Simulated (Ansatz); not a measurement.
H2S (SMILES S) and HI (SMILES I) are pulled apart as rigid monomers along the line of their centres of mass, from the B3LYP-D3(BJ)/def2-TZVP minimum. Starting geometry (charge 0, multiplicity 1):
```tsv
atom	x (Å)	y (Å)	z (Å)
S	-0.0946	0.0723	0.1021
H	0.0562	1.4018	0.2197
H	-1.3905	0.1264	0.4512
I	0.7838	-0.2015	4.1056
H	0.5061	-0.1773	2.4961
```

Interaction energies with rigid monomers; basis-set methods are counterpoise corrected unless marked otherwise.

Correlated levels freeze the cores. Filled d and f shells under p-block atoms count as core.

Programs: Ansatz (Gaussian orbitals).  In def2 rows elements past Kr take small-core potentials, without spin–orbit coupling.

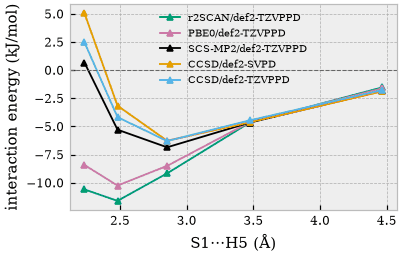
Fig. 1. Interaction energy against separation

Which level binds most strongly at S1···H5 = 2.48, and by how much?

r2SCAN/def2-TZVPPD, -12 kJ/mol.

Ansatz is an electronic-structure program.
